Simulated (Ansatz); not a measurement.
# quartet PH2 at 6 levels

Wanted: a comparison of 6 runs (UHF/STO-3G, UHF/3-21G, U-r2SCAN0/cc-pVTZ, U-revPBE/cc-pVTZ, UHSE06/cc-pVTZ, UBCCD(T)/cc-pVTZ) of quartet PH2. 

The calculation is run with Ansatz 0.2.0.

28 further runs of the same task are left out: 28 set aside as unsound or not needed.

## 1. Starting point

PH2: 3 atoms, total charge 0, spin state quartet. SMILES of the parent species: `[PH2]`. The coordinates come from a PBE0-D4/def2-TZVP relaxation. That shape belongs to the parent species and isn't relaxed for this state.

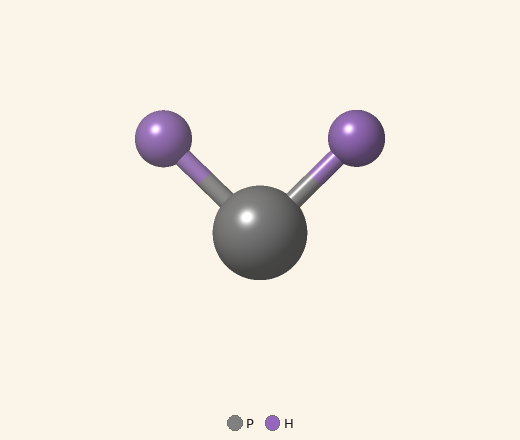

The structure, seen from a chosen angle (phosphorus grey, hydrogen purple).

## 2. A single-point energy at UHF/STO-3G (run 1)

Contents of molecule.yaml:

```yaml
basis:
  gaussian: {orbitals: STO-3G}
crystal:
  periodic: [false, false, false]
  atoms:
    - {symbol: P, position_ang: [0.525730, -0.309370, 0.258210]}
    - {symbol: H, position_ang: [0.114640, 1.051490, 0.176750]}
    - {symbol: H, position_ang: [-0.640370, -0.742120, -0.434970]}
magnetization: {spin_polarized: true, initial_magnetization: 3}
hamiltonian: {xc: hf}
output: {orbitals: {seedname: orbitals}}
accuracy: high
```

On the command line:

```sh
$ ansatz run molecule.yaml --threads 1 --pin off --max-ram 3480MiB --events-out events.jsonl --progress --plain --runs-dir runs
```

What it wrote:

```text
Warning: RAYON_NUM_THREADS=1 ignored (pool sized by the plan → 1); use --threads N
Functional definition: HF
  name "HF"
  exchange = exact_x
  correlation = 0
163 factors; integrals over basis functions are off by at most 8.3e-9 eV
mean field evaluation 1: about -9188.5587 eV, gradient 3.1e0 eV
mean field evaluation 2: about -9188.6200 eV, gradient 3.1e0 eV
mean field evaluation 4: about -9188.7871 eV, gradient 1.9e-1 eV
mean field evaluation 8: about -9188.7876 eV, gradient 7.9e-6 eV
mean field evaluation 16: about -9188.7876 eV, gradient 7.9e-7 eV
mean field evaluation 32: about -9188.8034 eV, gradient 1.9e-2 eV
mean field evaluation 64: about -9185.6912 eV, gradient 6.8e0 eV
mean field -9188.80341893 eV, -337.6822972510 hartree, gradient 5.2e-8 eV, S^2 3.757175; 5 other end points of the search recorded, 0 dependent functions left out
reference -9188.80341893 eV, -337.6822972510 hartree; 10, 7 occupied and 1, 4 virtual orbitals, 163 factors
Total energy: -9188.80341893 eV, -337.6822972510 hartree
```

Wall time 0.1 s (1 thread of Arm Neoverse V1, shared host).

## 3. The energy at UHF/3-21G (run 2)

molecule.yaml, as its differences from that of step 2:

```diff
@@ -1,3 +1,3 @@
 basis:
-  gaussian: {orbitals: STO-3G}
+  gaussian: {orbitals: 3-21G.json}
 crystal:
@@ -10,3 +10,3 @@
 hamiltonian: {xc: hf}
+accuracy: high
 output: {orbitals: {seedname: orbitals}}
-accuracy: high
```

The basis set 3-21G is read from a file made from the Basis Set Exchange's data (not shown).

On the command line:

```sh
$ ansatz run molecule.yaml --threads 1 --pin off --max-ram 3480MiB --events-out events.jsonl --progress --plain --runs-dir runs
```

What it wrote:

```text
Warning: RAYON_NUM_THREADS=1 ignored (pool sized by the plan → 1); use --threads N
Functional definition: HF
  name "HF"
  exchange = exact_x
  correlation = 0
323 factors; integrals over basis functions are off by at most 2.1e-9 eV
mean field evaluation 1: about -9248.5266 eV, gradient 5.7e0 eV
mean field evaluation 2: about -9248.5387 eV, gradient 5.7e0 eV
mean field evaluation 4: about -9248.8657 eV, gradient 5.4e-1 eV
mean field evaluation 8: about -9248.8706 eV, gradient 8.9e-7 eV
mean field evaluation 16: about -9248.5633 eV, gradient 1.7e0 eV
mean field evaluation 32: about -9244.5801 eV, gradient 1.2e1 eV
mean field -9248.87060492 eV, -339.8897256212 hartree, gradient 9.8e-9 eV, S^2 3.753052; 0 other end points of the search recorded, 0 dependent functions left out
reference -9248.87060492 eV, -339.8897256212 hartree; 10, 7 occupied and 7, 10 virtual orbitals, 323 factors
Total energy: -9248.87060492 eV, -339.8897256212 hartree
```

It took 0.1 s on 1 thread of Arm Neoverse V1, shared host.

## 4. A single-point energy at U-r2SCAN0/cc-pVTZ (run 3)

Contents of job.yaml:

```yaml
basis:
  gaussian: {orbitals: cc-pVTZ}
crystal:
  periodic: [false, false, false]
  atoms:
    - symbol: P
      position_ang: [0.525730, -0.309370, 0.258210]
    - symbol: H
      position_ang: [0.114640, 1.051490, 0.176750]
    - symbol: H
      position_ang: [-0.640370, -0.742120, -0.434970]
magnetization: {spin_polarized: true, initial_magnetization: 3}
hamiltonian: {xc: {name: r2SCAN0}}
accuracy: high
output: {orbitals: {seedname: orbitals}}
```

On the command line:

```sh
$ ansatz run job.yaml --threads 1 --pin off --max-ram 3480MiB --events-out events.jsonl --progress --plain --runs-dir runs
```

What it wrote:

```text
Warning: RAYON_NUM_THREADS=1 ignored (pool sized by the plan → 1); use --threads N
Functional definition: r2SCAN0
  name "r2SCAN0"
  parameter a = 0.25
  parameter k0 = 0.174
  parameter k1 = 0.065
  parameter a1 = 4.9479
  exchange = (1 - a)*r2scan_x(k0 = k0, k1 = k1, a1 = a1) + a*exact_x
  correlation = r2scan_c
954 factors; integrals over basis functions are off by at most 3.7e-9 eV
mean field evaluation 1: about -9313.0828 eV, gradient 7.1e0 eV
mean field evaluation 2: about -9313.4304 eV, gradient 2.9e0 eV
mean field evaluation 4: about -9313.5079 eV, gradient 2.1e-1 eV
mean field evaluation 8: about -9313.5445 eV, gradient 1.5e-2 eV
mean field evaluation 16: about -9313.5445 eV, gradient 4.3e-6 eV
mean field -9313.54448724 eV, -342.2664469590 hartree, gradient 1.3e-8 eV, S^2 3.756597; 1 other end points of the search recorded, 0 dependent functions left out
reference -9313.54448867 eV, -342.2664470114 hartree; 10, 7 occupied and 52, 55 virtual orbitals, 954 factors
Total energy: -9313.54448867 eV, -342.2664470114 hartree
```

Wall time 5.7 s (1 thread of Arm Neoverse V1, shared host); peak memory 0.2 GiB.

Runs 4 to 5 aren't shown in full; the table further down has their settings and results.

## 5. The energy at UBCCD(T)/cc-pVTZ (run 6)

Contents of in.yaml:

```yaml
crystal:
  periodic: [false, false, false]
  atoms:
    - {symbol: P, position_ang: [0.525730, -0.309370, 0.258210]}
    - {symbol: H, position_ang: [0.114640, 1.051490, 0.176750]}
    - {symbol: H, position_ang: [-0.640370, -0.742120, -0.434970]}
basis:
  gaussian:
    orbitals: cc-pVTZ
magnetization:
  spin_polarized: true
  initial_magnetization: 3
correlation:
  method: bccd_t
  frozen_orbitals: {H: 0, P: 5}
accuracy: high
scf:
  omitted_lower_state_checks: [cluster_reference, increment]
```

On the command line:

```sh
$ ansatz run in.yaml --threads 1 --pin off --max-ram 3480MiB --events-out events.jsonl --progress --plain --runs-dir runs
```

What it wrote:

```text
Warning: RAYON_NUM_THREADS=1 ignored (pool sized by the plan → 1); use --threads N
[... 12 lines left out ...]
5 core orbitals not correlated: weight in the atoms' cores, before any rotation towards them, 1.000 or more for the frozen orbitals, at most 0.000 for the correlated occupied ones
[... 25 lines left out ...]
Total energy: -9301.60933880 eV, -341.8278383436 hartree
Checks for a lower state left out: cluster_reference, increment
```

Run time: 4.2 s. Hardware: 1 thread of Arm Neoverse V1, shared host; peak memory 0.35 GiB.

## 6. All runs side by side

| run | level | frozen core orbitals | energy (Eh) | ⟨S²⟩ | wall time |
| --- | --- | --- | --- | --- | --- |
| 1 | UHF/STO-3G | – | -337.682297 | 3.757 | 0.1 s |
| 2 | UHF/3-21G | – | -339.889726 | 3.753 | 0.1 s |
| 3 | U-r2SCAN0/cc-pVTZ | – | -342.266447 | 3.757 | 5.7 s |
| 4 | U-revPBE/cc-pVTZ | – | -342.233362 | 3.753 | 3.9 s |
| 5 | UHSE06/cc-pVTZ | – | -342.154645 | 3.754 | 3.3 s |
| 6 | UBCCD(T)/cc-pVTZ | 5 | -341.827838 | 3.762 | 4.2 s |

## 7. Outcome

| quantity | value |
| --- | --- |
| run 6: total energy | -341.82784 Eh |
| run 6: correlation energy (5 core orbitals frozen) | -145.1 mEh |
| run 6: (T) correction | -5.00 mEh |
| run 6: ⟨S²⟩ of the reference determinant | 3.762 |

What this shows: Totals of different functionals can't be ranked against each other. In run 1 the basis is minimal, so the values are rough. All runs together took 17 s, the longest 5.7 s.
